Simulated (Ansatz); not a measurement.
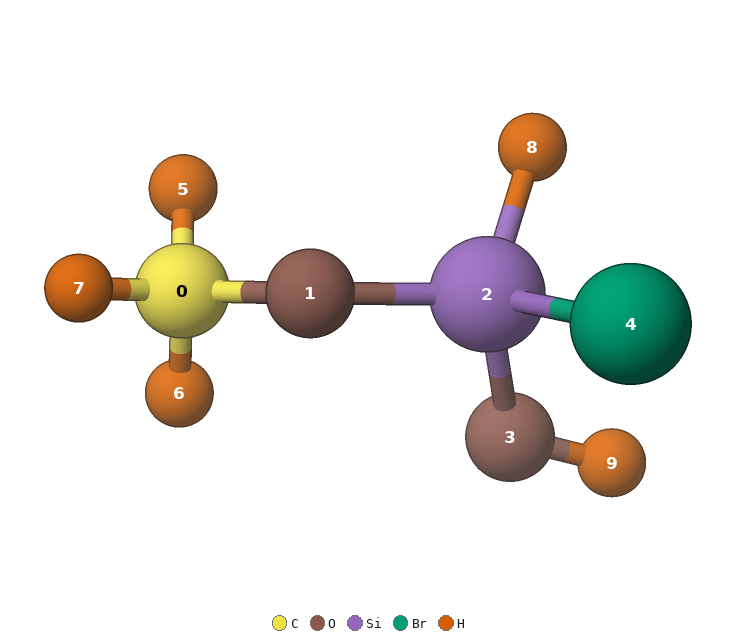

The structure as it stands in the input. Atoms are numbered from 0, in the order of the input.

Input file:

```yaml
crystal:
  periodic: [false, false, false]
  atoms:
    - {symbol: C, position_ang: [0.498388, -1.565661, 0.198997]}
    - {symbol: O, position_ang: [-0.099453, -0.450017, 0.830579]}
    - {symbol: Si, position_ang: [-0.596365, 0.883993, 0.063387]}
    - {symbol: O, position_ang: [0.655248, 1.463806, -0.807700]}
    - {symbol: Br, position_ang: [-1.229342, 2.326943, 1.612319]}
    - {symbol: H, position_ang: [-0.170561, -2.005822, -0.548058]}
    - {symbol: H, position_ang: [1.437473, -1.285464, -0.285436]}
    - {symbol: H, position_ang: [0.703121, -2.312747, 0.966121]}
    - {symbol: H, position_ang: [-1.767833, 0.624978, -0.801249]}
    - {symbol: H, position_ang: [0.569314, 2.320002, -1.228970]}
basis:
  gaussian: {orbitals: def2-TZVPP}
hamiltonian: {xc: {name: B3LYP}, dispersion: d4}
output: {forces: true, orbitals: {seedname: orbitals}}
```

Command:

```sh
ansatz run in.yaml --threads 2 --pin off --events-out ev --progress --plain --max-ram 32768MiB --backend cpu
```

Result:

```
Functional definition: B3LYP
  name "B3LYP"
  cite "Stephens, Devlin, Chabalowski & Frisch, J. Phys. Chem. 98, 11623 (1994) doi:10.1021/j100096a001"
  cite "Becke, Phys. Rev. A 38, 3098 (1988) doi:10.1103/PhysRevA.38.3098"
  cite "Lee, Yang & Parr, Phys. Rev. B 37, 785 (1988) doi:10.1103/PhysRevB.37.785"
  cite "Vosko, Wilk & Nusair, Can. J. Phys. 58, 1200 (1980) doi:10.1139/p80-159"
  parameter a0 = 0.2
  parameter ax = 0.72
  parameter ac = 0.81
  exchange = (1 - a0 - ax)*slater_x + ax*b88_x + a0*exact_x
  correlation = (1 - ac)*vwn_rpa_c + ac*lyp_c
1481 factors; their error is unknown
mean field evaluation 1: about -83133.8736 eV, gradient 7.7e1 eV
mean field evaluation 2: about -83112.5378 eV, gradient 1.3e2 eV
mean field evaluation 4: about -83143.8371 eV, gradient 6.0e0 eV
mean field evaluation 8: about -83143.9040 eV, gradient 1.3e-1 eV
mean field evaluation 16: about -83144.2567 eV, gradient 3.8e-4 eV
mean field -83144.25674674 eV, -3055.4950782412 hartree, gradient 2.0e-5 eV, S^2 0.000000; 0 other end points of the search recorded, 0 dependent functions left out
the calculation of the forces begins
reference -83144.25703396 eV, -3055.4950887964 hartree; 38, 38 occupied and 215, 215 virtual orbitals, 1481 factors
Total energy: -83144.62876940 eV, -3055.5087498221 hartree
Atom 0 at     0.498388    -1.565661     0.198997 Å, force     0.178401    -0.340649    -0.117295 eV/Å
Atom 1 at    -0.099453    -0.450017     0.830579 Å, force    -0.087099     0.130339     0.136898 eV/Å
Atom 2 at    -0.596365     0.883993     0.063387 Å, force    -0.215908    -0.063816    -0.114293 eV/Å
Atom 3 at     0.655248     1.463806    -0.807700 Å, force     0.085361     0.061864    -0.084444 eV/Å
Atom 4 at    -1.229342     2.326943     1.612319 Å, force    -0.069681     0.155565     0.158979 eV/Å
Atom 5 at    -0.170561    -2.005822    -0.548058 Å, force     0.037569     0.017473     0.035166 eV/Å
Atom 6 at     1.437473    -1.285464    -0.285436 Å, force    -0.048923    -0.024663     0.024693 eV/Å
Atom 7 at     0.703121    -2.312747     0.966121 Å, force    -0.005611     0.030985    -0.050556 eV/Å
Atom 8 at    -1.767833     0.624978    -0.801249 Å, force     0.079127     0.007024     0.047144 eV/Å
Atom 9 at     0.569314     2.320002    -1.228970 Å, force     0.046764     0.025879    -0.036291 eV/Å
Dipole moment:     0.092114    -0.119118    -0.427373 e Å
```
